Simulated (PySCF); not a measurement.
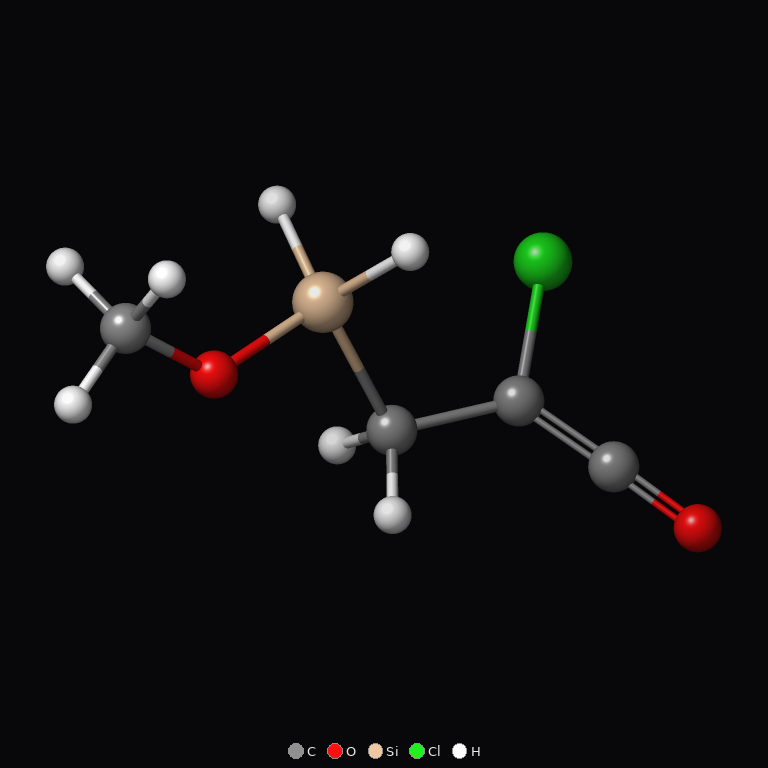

Computed geometry: GFN2-xTB optimisation. No frequency run is at hand to confirm it as a minimum. Level of theory: ωB97X-D/def2-SVPD, gas phase (PySCF 2.14.0). Excitations: vertical, linear response.

Give the dipole moment at this level.

Answer. 2.68 D.

What is the lowest vertical singlet excitation?

Answer. 2.72 eV.

Estimate the mean static polarisability.

Answer. 93.2 bohr³.

What is the HOMO energy (Kohn–Sham orbital)?

Answer. −8.42 eV.

The geometry is semi-empirical. Around Si such bond lengths and angles can be off by a tenth of an ångström or more and by several degrees, and values that hang on the shape move with them.
